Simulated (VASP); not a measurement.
Band structure of Fe (bcc). All values below come from RPBE GGA, VASP's PBE PAW potentials (set 64) (plane waves; VASP).

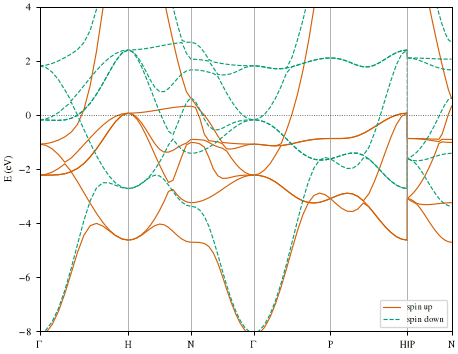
Fig. 1. Bands along high-symmetry lines, zero at the valence-band maximum or, without a gap, the Fermi level

Question: Read the plot: is there a gap, and where are the band edges?

Answer: It has no gap at this level: it comes out as a metal or semimetal. (Edges off the drawn lines would not show.)

The compound is Fe in the bcc structure. It was relaxed first.
